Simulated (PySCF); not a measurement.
# CH4Si (SMILES [CH][SiH3]): levels of theory compared

We compute a comparison of 4 runs (USVWN5/STO-6G, UCCSDT/STO-6G, UCISD/STO-6G, UCCSD(T)/STO-6G) of CH4Si. The job is set up through a Python script.

The results are computed with PySCF 2.14.0.

7 further runs of the same task are left out: 7 set aside as unsound or not needed.

## 1. The system as given

CH4Si: 6 atoms, total charge 0, spin state triplet. SMILES: `[CH][SiH3]`. The Si2–H6 distance was set to 2.196 Å, away from the relaxed value. At this shape a bond of the SMILES string is far longer than usual.

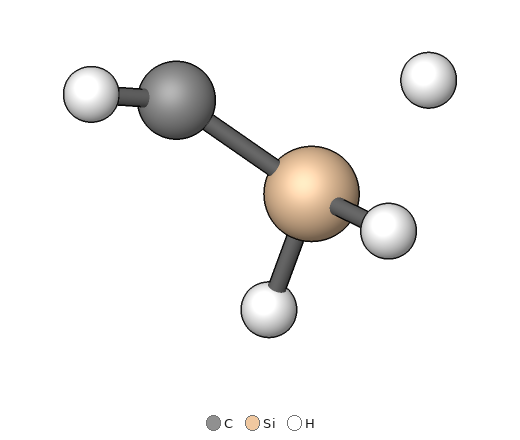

Viewed from a chosen angle; carbon grey, silicon light orange, hydrogen white.

## 2. The energy at USVWN5/STO-6G (run 1)

File job.py:

```python
from pyscf import gto, dft

mol = gto.Mole()
mol.atom = '''
C      1.501707    -2.686830     0.553168
Si    -0.248576    -0.312445    -1.172511
H      2.390974    -4.503461     0.546327
H     -2.677290    -1.347070    -2.053180
H      1.207174     0.550536    -3.381468
H     -0.970601     2.916962     1.332578
'''
mol.max_memory = 1860
mol.unit = 'bohr'
mol.basis = 'sto-6g'
mol.verbose = 4
mol.spin = 2
mol.build()

myscf = dft.UKS(mol)
myscf.xc = 'svwn'
myscf.conv_tol = 1e-10
myscf.grids.level = 5
myscf.kernel()
if not myscf.converged:
    myscf = myscf.newton().run(myscf.mo_coeff, myscf.mo_occ)

e_tot = myscf.e_tot
print('E(%s) = %.9f' % ('SVWN5', e_tot))
```

Command:

```sh
$ OMP_NUM_THREADS=1 python job.py
```

Output:

```text
PySCF version 2.14.0

[... 57 lines left out ...]
WARN: HOMO -0.151458507542504 >= LUMO -0.163465457094904
[... 46 lines left out ...]
converged SCF energy = -326.96728480893  <S^2> = 2.0138196  2S+1 = 3.0091989
E(SVWN5) = -326.967284809
```

It took 3.9 s on 1 thread of Arm Neoverse V1, shared host; peak memory 0.14 GiB.

## 3. The energy at UCCSDT/STO-6G (run 2)

File input.py:

```python
from pyscf import gto, cc

mol = gto.M(
    atom=[
    ('C', (0.794669, -1.421809, 0.292724)),
    ('Si', (-0.131541, -0.165339, -0.620466)),
    ('H', (1.265249, -2.383129, 0.289104)),
    ('H', (-1.416761, -0.712839, -1.086496)),
    ('H', (0.638809, 0.291331, -1.789396)),
    ('H', (-0.513620, 1.543590, 0.705170)),
],
    max_memory=1860,
    spin=2,
    verbose=3,
    basis='sto-6g',
)

calc0 = mol.UHF()
calc0.conv_tol = 1e-10
calc0.kernel()
if not calc0.converged:
    calc0 = calc0.newton().run(calc0.mo_coeff, calc0.mo_occ)

mycc = cc.CCSDT(calc0, frozen=6)
mycc.kernel()
e_final = mycc.e_tot
print('Final energy', e_final)
```

Command:

```sh
$ OMP_NUM_THREADS=1 python input.py
```

Output:

```text
WARN: HOMO -0.0308296775471334 >= LUMO -0.0636129030335665

converged SCF energy = -327.755870065027  <S^2> = 2.0372914  2S+1 = 3.0247588
_make_eris_incore_UCCSDT

WARN: A large `blksize_v_aaa` is being used, which may cause large memory consumption
      for storing contraction intermediates. If memory is sufficient, consider using
      `pyscf.cc.uccsdt_highm.UCCSDT` instead.

WARN: A large `blksize_v_aab` is being used, which may cause large memory consumption
      for storing contraction intermediates. If memory is sufficient, consider using
      `pyscf.cc.uccsdt_highm.UCCSDT` instead.

UCCSDT converged
E(UCCSDT) = -327.8887342295308   E_corr = -0.1328641645037205
E_corr(same-spin) = -0.00413829747604657
E_corr(oppo-spin) = -0.128725867027674
Final energy -327.88873422953077
```

Run time: 2.8 s. Hardware: 1 thread of Arm Neoverse V1, shared host; peak memory 0.12 GiB.

Run 3 isn't shown in full; the table further down has it.

## 4. The energy at UCCSD(T)/STO-6G (run 4)

File run.py:

```python
from pyscf import gto, cc

system = gto.M(
    atom='''
C        0.794669      -1.421809       0.292724
Si      -0.131541      -0.165339      -0.620466
H        1.265249      -2.383129       0.289104
H       -1.416761      -0.712839      -1.086496
H        0.638809       0.291331      -1.789396
H       -0.513620       1.543590       0.705170
''',
    max_memory=1860,
    basis='sto-6g',
    charge=0,
    verbose=4,
    spin=2,
)

hf = system.UHF()
hf.conv_tol = 1e-10
hf.kernel()
if not hf.converged:
    hf = hf.newton().run(hf.mo_coeff, hf.mo_occ)

mycc = cc.CCSD(hf, frozen=6)
mycc.kernel()
e_t = mycc.ccsd_t()
energy = mycc.e_tot + e_t
print('E(%s) = %.9f' % ('CCSD(T)', energy))
```

Command:

```sh
$ OMP_NUM_THREADS=1 python run.py
```

Output:

```text
PySCF version 2.14.0

[... 41 lines left out ...]
WARN: HOMO -0.0308296775471334 >= LUMO -0.0636129030335665
[... 58 lines left out ...]
converged SCF energy = -327.755870065027  <S^2> = 2.0372914  2S+1 = 3.0247588
[... 12 lines left out ...]
Init t2, MP2 energy = -0.0808319410765541
[... 21 lines left out ...]
UCCSD converged
[... 2 lines left out ...]
E(CCSD(T)) = -327.887975589
```

Run time: 1.2 s. Hardware: 1 thread of Arm Neoverse V1, shared host; peak memory 0.12 GiB.

## 5. Overview of the runs

```csv
run,level,integration grid,frozen core orbitals,energy (Eh),dipole moment (D) of the reference,HOMO energy (eV),LUMO energy (eV),wall time
1,USVWN5/STO-6G,5,–,-326.967285,0.73,-2.47,0.06,3.9 s
2,UCCSDT/STO-6G,–,6,-327.888734,0.88,-7.43,5.93,2.8 s
3,UCISD/STO-6G,–,6,-327.876333,0.88,-7.43,5.93,1.1 s
4,UCCSD(T)/STO-6G,–,6,-327.887976,0.88,-7.43,5.93,1.2 s
```

## 6. Outcome

| quantity | value |
| --- | --- |
| run 4: total energy | -327.88798 Eh |
| run 4: dipole moment (Hartree–Fock density) | 0.88 D |
| run 4: HOMO energy (Hartree–Fock orbitals) (highest over α and β) | -7.43 eV |
| run 4: LUMO energy (Hartree–Fock orbitals) (lowest over α and β) | 5.93 eV |
| run 4: correlation energy (6 core orbitals frozen) | -132.1 mEh |
| run 4: (T) correction | -1.67 mEh |
| run 4: ⟨S²⟩ of the reference determinant | 2.037 |
| run 4: T1 diagnostic | 0.021 |

**Reading.** In runs 1, 2, 3, 4 the basis is minimal, so the values are rough. All runs together took 8.9 s, the longest 3.9 s.
